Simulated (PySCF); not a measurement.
F4P (SMILES F[P+](F)(F)F) (charge +1)

Input

```
{"job": {"kind": "nmr", "xc": "PBE0", "basis": "pcSseg-1", "pop": false}, "charge": 1, "multiplicity": 1}
F     -1.392200     0.440300    -0.428600
P      0.009300    -0.021700    -0.021000
F      0.720400    -0.299400    -1.298500
F      0.552000     1.091800     0.853300
F      0.114300    -1.193500     0.888100
```

Launched as:

```sh
OMP_NUM_THREADS=1 python probes_run.py task.json out
```

Geometry: GFN2-xTB, MD frame at 250 fs, 600 K.

Theory: PBE0/pcSseg-1, SCF density, gas phase, non-relativistic (PySCF 2.14.0).

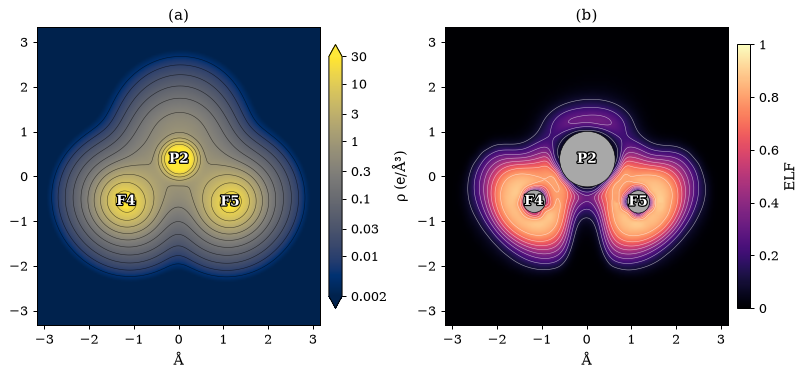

Figure 1. (a) total electron density; (b) electron localisation function on the plane of atoms F4, P2 and F5. Grey discs cover the atomic cores in the ELF map.

### What does the map show?

Atoms in the plane: P and F.
P–F (1.49 Å): the density is about 1.7 e/Å³ at the midpoint; the ELF peaks at about 0.80 between the atoms, as expected for a polar covalent bond.
P–F (1.52 Å): the density is about 1.6 e/Å³ at the midpoint; the ELF peaks at about 0.80 between the atoms, as expected for a shared but strongly polarised pair.
The ELF also peaks beside F4 and F5, away from the bonds: lone-pair regions.

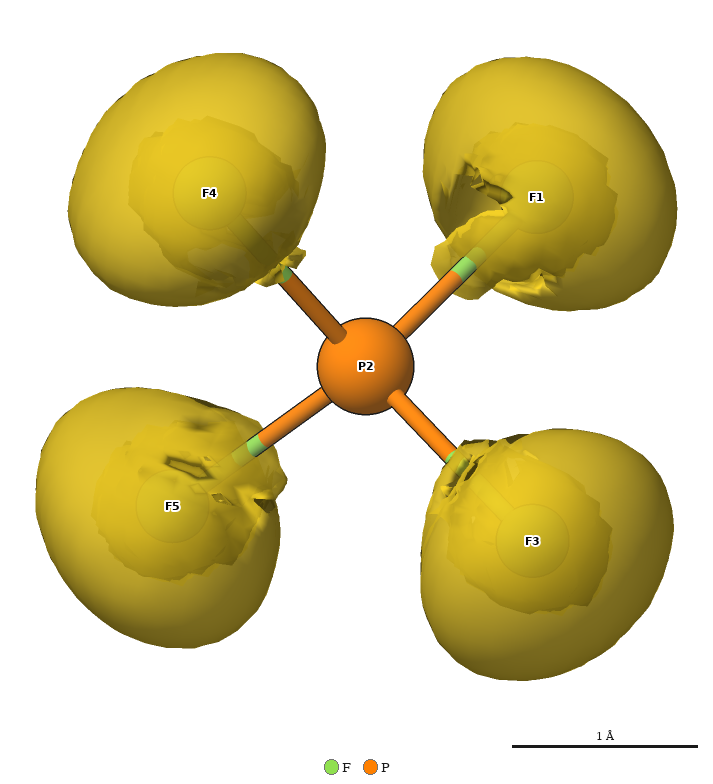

Figure 2. Isosurface of the electron localisation function at 0.8 (yellow), seen across its widest extent. Core shells and regions of very low density are left out.

### What do the ELF domains correspond to?

The surface consists of four regions wrapped around F (its lone pairs, merged into a ring or cap). Profiles from the grid: P–F (1.53 Å): the ELF peaks at about 0.80 between the atoms; a shared but strongly polarised pair.
